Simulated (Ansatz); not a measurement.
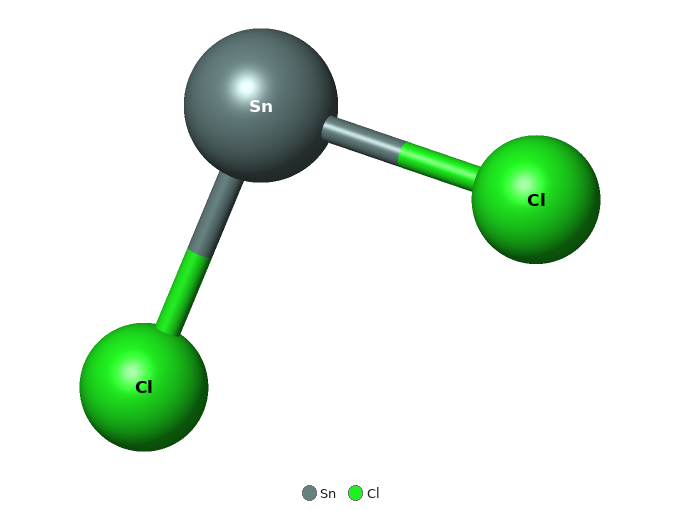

A ball-and-stick model of a molecule. Every bond is drawn as one stick, whatever its order.

**Count the atoms of each element.**

SnCl₂, 3 atoms: 1 tin and 2 chlorine.

**Which point group does it belong to?**

C2v.

The parts below concern this one geometry. Atoms keep their numbers from picture to picture. The computed structure is the end point of a PBE0-D4/def2-TZVP optimisation.

Shape

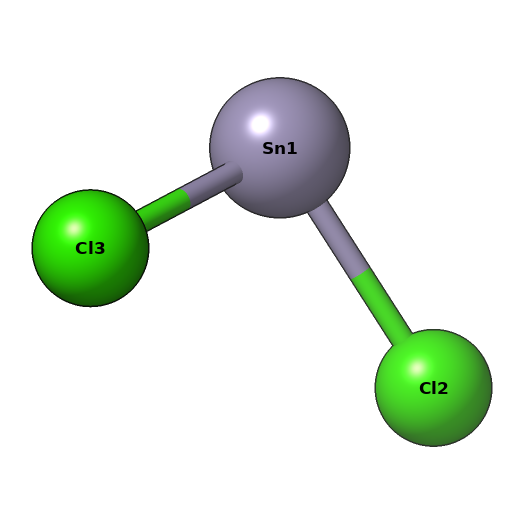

The atoms are numbered.

**Describe the coordination of atom 1.**

Sn1 has 2 neighbours (Cl2 at 2.36, Cl3 at 2.36 Å); the arrangement is bent.

Vibrations

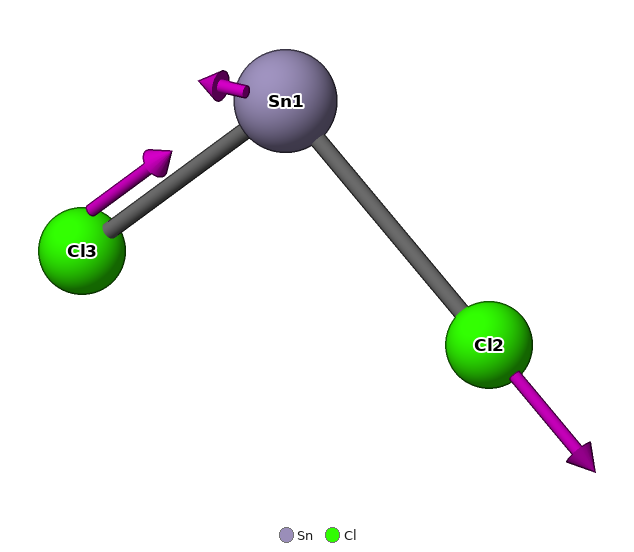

The arrows show one normal mode. Harmonic vibrations computed with RKS PBE0-D4/def2-TZVP, core potentials on Sn (Ansatz 0.2.0) at a stationary point of the same level.

**What kind of motion is it?**

Mostly out-of-phase stretching of 2 Sn–Cl bonds.

**Estimate its harmonic wavenumber.**

341 cm⁻¹; it is mode 2 of 3 counted from the lowest.

Electronic properties

Properties computed with RKS PBE0-D4/def2-TZVPP, core potentials on Sn (Ansatz 0.2.0).

**Give the LUMO energy (Kohn–Sham orbital) at this level.**

−3.12 eV.

**What is the HOMO energy (Kohn–Sham orbital)?**

−8.03 eV.

Dipole moment

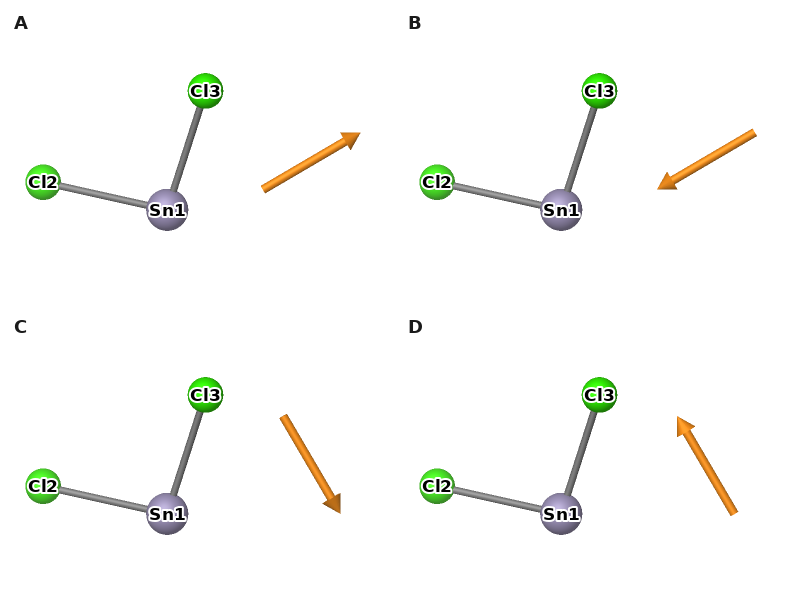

The same molecule four times, each with an arrow. Method: RKS PBE0-D4/def2-TZVP, core potentials on Sn (Ansatz 0.2.0).

**Which arrow points along the dipole moment, from the negative to the positive end?**

C. The dipole moment is 3.25 D; it points from the side of Cl2, Cl3 to the side of Sn1 (the outermost atoms at the two ends).
